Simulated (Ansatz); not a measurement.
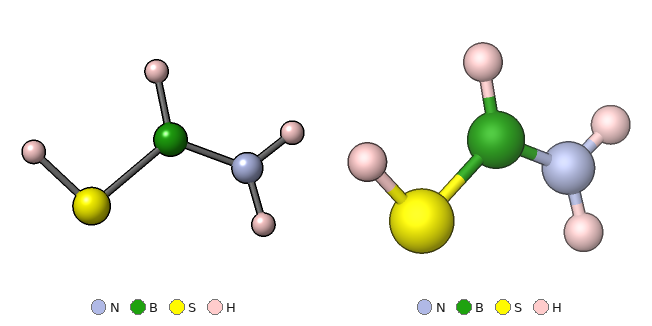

Both panels show the same species.

Computed geometry: PBE0-D4/def2-TZVP optimisation.

**Which formula does it have?**

BH4NS, 7 atoms: 1 boron, 4 hydrogen, 1 nitrogen and 1 sulfur.

**Give a SMILES string for it.**

NBS

**Describe its rings.**

It has no ring.

**How many bonds of each kind are drawn?**

2 N–H, 1 B–N, 1 B–S, 1 B–H, 1 S–H.

The parts below concern this one geometry. Atoms keep their numbers from picture to picture.

Geometry

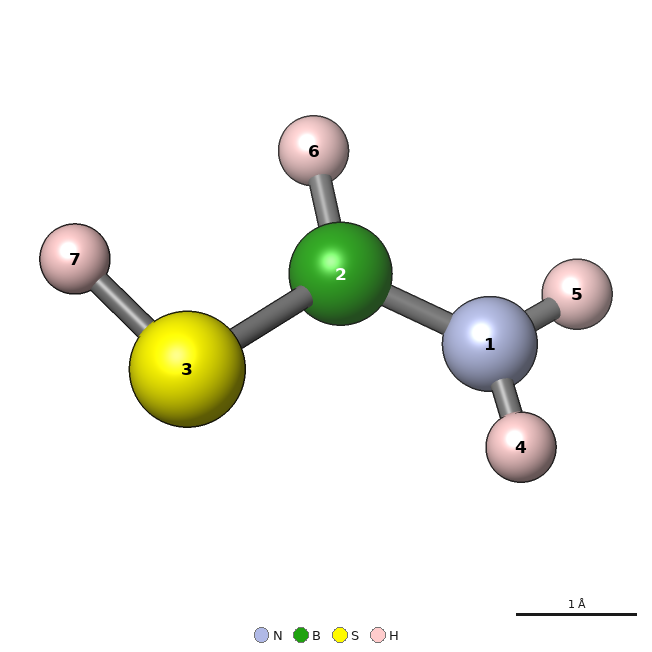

**How are the neighbours of atom 2 arranged?**

B2 has 3 neighbours (N1 at 1.39, S3 at 1.82, H6 at 1.19 Å); the arrangement is trigonal planar.

**How are the neighbours of atom 1 arranged?**

N1 has 3 neighbours (B2 at 1.39, H4 at 1.01, H5 at 1.00 Å); the arrangement is trigonal planar.

**How are the neighbours of atom 3 arranged?**

S3 has 2 neighbours (B2 at 1.82, H7 at 1.34 Å); the arrangement is bent.

Dipole moment

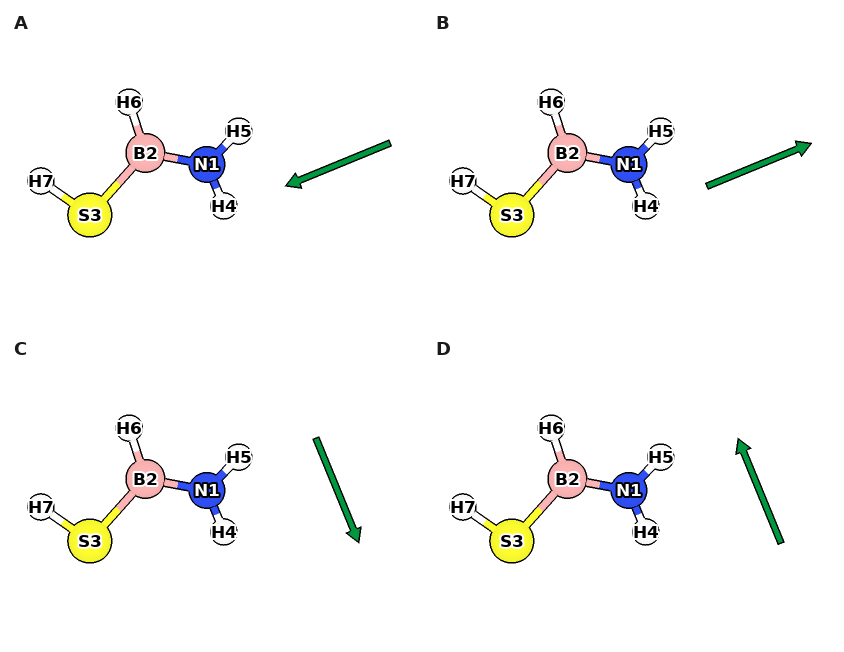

The same molecule four times, each with an arrow. Properties computed with RKS ωB97M-V/def2-TZVPP (Ansatz 0.2.0).

**Which arrow points along the dipole moment, from the negative to the positive end?**

B. The dipole moment is 1.68 D; it points from the side of H7 to the side of H5 (the outermost atoms at the two ends).

Vibrations

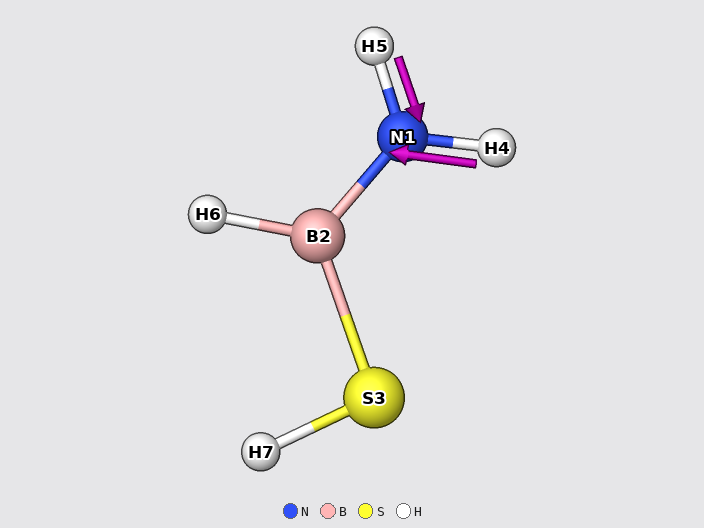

The arrows show one normal mode. Harmonic vibrations computed with RKS PBE0-D4/def2-TZVP (Ansatz 0.2.0) at a stationary point of the same level.

**What kind of motion is it?**

Mostly in-phase stretching of 2 N–H bonds.

**Estimate its harmonic wavenumber.**

3624 cm⁻¹; it is mode 14 of 15 counted from the lowest.

Levels of theory compared

Program: Ansatz 0.2.0.

At this fixed geometry, give HOMO–LUMO gap (eV) at these levels: B97M-V/def2-TZVPP; BHLYP-D4/def2-TZVPP; BLYP-D4/def2-TZVPP; HSE06 (plane-wave form)-D4/def2-TZVPP; PBE-D4/def2-TZVPP; PBE0-D4/def2-QZVPP; PBE0-D4/def2-TZVPP; revPBE-D4/def2-TZVPP.

```json
{"level": "B97M-V/def2-TZVPP", "HOMO–LUMO gap (eV)": "6.13"}
{"level": "BHLYP-D4/def2-TZVPP", "HOMO–LUMO gap (eV)": "9.49"}
{"level": "BLYP-D4/def2-TZVPP", "HOMO–LUMO gap (eV)": "5.44"}
{"level": "HSE06 (plane-wave form)-D4/def2-TZVPP", "HOMO–LUMO gap (eV)": "6.88"}
{"level": "PBE-D4/def2-TZVPP", "HOMO–LUMO gap (eV)": "5.50"}
{"level": "PBE0-D4/def2-QZVPP", "HOMO–LUMO gap (eV)": "7.51"}
{"level": "PBE0-D4/def2-TZVPP", "HOMO–LUMO gap (eV)": "7.67"}
{"level": "revPBE-D4/def2-TZVPP", "HOMO–LUMO gap (eV)": "5.54"}
```
